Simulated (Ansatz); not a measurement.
**Ge (diamond structure), cut as [100] wire, round, centred on bond, 1.17 nm across**

Computed with PBE (plane waves to 420 eV, PAW; Ansatz, an electronic-structure program).

k-points: Γ-centred 1×1×5 mesh; occupations: Fermi-Dirac, 0.020 eV; spin polarisation not allowed. No spin-orbit coupling.

 The relaxation kept the symmetry of its start, so a lower minimum of less symmetry isn't excluded. The period along the axis is held at the bulk value.

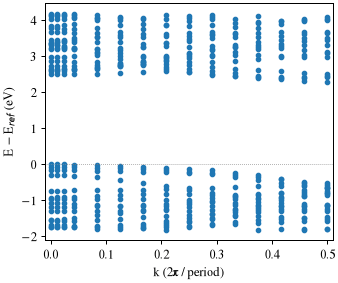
Levels along the axis at 15 k-points, drawn as points, zero at the top of the valence band

Electronic character: not metallic; Kohn-Sham band gap: 2.29 eV. Only levels within the plotted window are shown.
